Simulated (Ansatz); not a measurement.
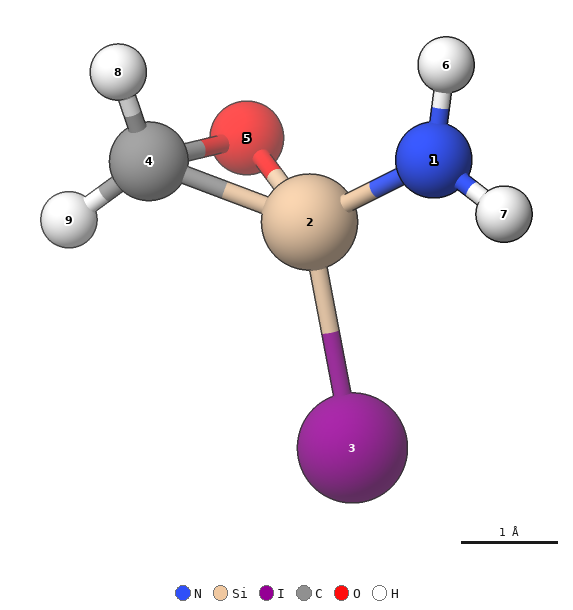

Figure 1. The structure (ball-and-stick view, seen at a tilt; atoms are numbered from 1 in the order of the input).

**Single-point calculation, with input and output: CH4INOSi**

System: CH4INOSi, SMILES N[Si]1(I)CO1.
Method: RHF-MP2, frozen core/def2-QZVPP (Ansatz 0.2.0).

The geometry comes from this level: PBE0-D4/def2-TZVP.

Output:
```
Functional definition: HF
  name "HF"
  cite "Fock, Z. Phys. 61, 126 (1930) doi:10.1007/BF01340294"
  parent pbe
  exchange = exact_x
  correlation = 0
2677 factors; integrals over basis functions are off by at most 1.1e-3 eV
mean field evaluation 1: about -20547.1610 eV, gradient 4.8e1 eV
mean field evaluation 2: about -20547.3096 eV, gradient 4.8e1 eV
mean field evaluation 4: about -20551.8354 eV, gradient 4.8e0 eV
mean field evaluation 8: about -20551.9054 eV, gradient 3.9e-1 eV
mean field -20551.90593952 eV, -755.2686126952 hartree, gradient 1.4e-6 eV, S^2 0.000000; 0 other end points of the search recorded, 0 dependent functions left out
12 core orbitals not correlated: weight in the atoms' cores, before any rotation towards them, 1.000 or more for the frozen orbitals, at most 0.000 for the correlated occupied ones
reference -20551.90593952 eV, -755.2686126952 hartree; 20, 20 occupied and 411, 411 virtual orbitals, 2677 factors
second order -39.46534207 eV of doubles, -0.00000000 eV of singles
Total energy: -20591.37128159 eV, -756.7189372658 hartree
```

This output came from the following input.

The input:
```yaml
crystal:
  periodic: [false, false, false]
  atoms:
    - {symbol: N, position_ang: [0.536097, 0.827564, -1.348184]}
    - {symbol: Si, position_ang: [0.093266, -0.343603, -0.226429]}
    - {symbol: I, position_ang: [1.122679, -2.428030, -0.896127]}
    - {symbol: C, position_ang: [-0.466751, -0.110227, 1.463236]}
    - {symbol: O, position_ang: [-1.443754, -0.350670, 0.335869]}
    - {symbol: H, position_ang: [0.109118, 1.737783, -1.381867]}
    - {symbol: H, position_ang: [1.217179, 0.663227, -2.067554]}
    - {symbol: H, position_ang: [-0.602692, 0.873101, 1.909469]}
    - {symbol: H, position_ang: [-0.476642, -0.915444, 2.194488]}
basis:
  gaussian: {orbitals: "def2-QZVPP.json"}
correlation: {method: mp2}
```

Run as:
```bash
ansatz run in.yaml --threads 4 --pin off --events-out ev --progress --plain --max-ram 10444MiB
```

Summary:

| quantity | value |
| --- | --- |
| outcome | converged |
| total energy | −20591.3713 eV |
| mean-field energy | −20551.9059 eV |
| SCF solution under orbital rotations | stable |
| hardware | 4 threads of Intel Xeon, 54 GiB of memory available, shared host |
| wall time | 18 s (CPU time 67 s) |
| peak memory | 2.5 GiB |
